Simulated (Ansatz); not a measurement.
Base system: ZnSe in the zinc blende structure (space group F-43m, No. 216; a = 5.6655 Å).

Now apply this change: a hydrostatic pressure of 1.5 GPa.

Computed with Kohn–Sham DFT with the r2SCAN functional, run in Ansatz (a program for electronic structure) with PAW and 500 eV plane waves, no SOC.

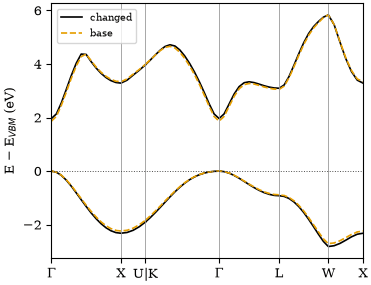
Fig. 1. Highest valence and lowest conduction band along the path, each from its own valence-band maximum

The gap is 1.96 eV, direct at Γ; the base has 1.87 eV.

Load acts through the strain it causes; cell and atoms are relaxed under it. Whether these cells are dynamically stable was not tested.
